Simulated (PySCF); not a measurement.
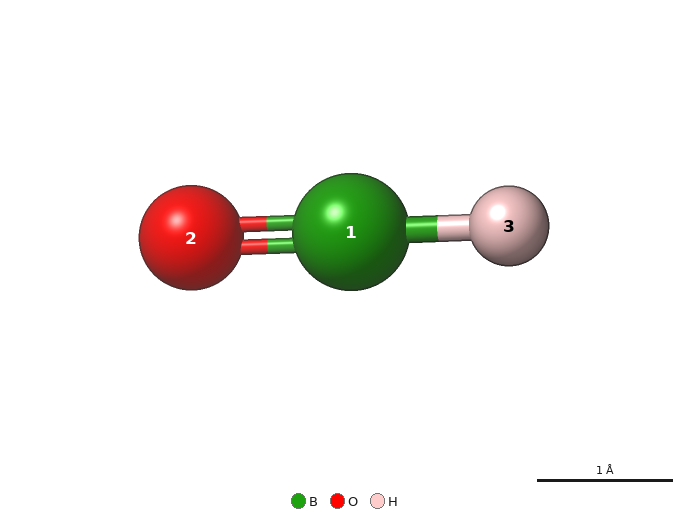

Orthographic view. Distant atoms are faded towards the background colour. Computed geometry: PBE0-D3(BJ)/def2-SVP optimisation. No frequency run is at hand to confirm it as a minimum.

Give the geometry as a Z-matrix, atoms in numerical order, with these reference atoms: 2 to 1; 3 to 1, 2.

```
B  
O    1   1.199
H    1   1.185   2   179.9
```
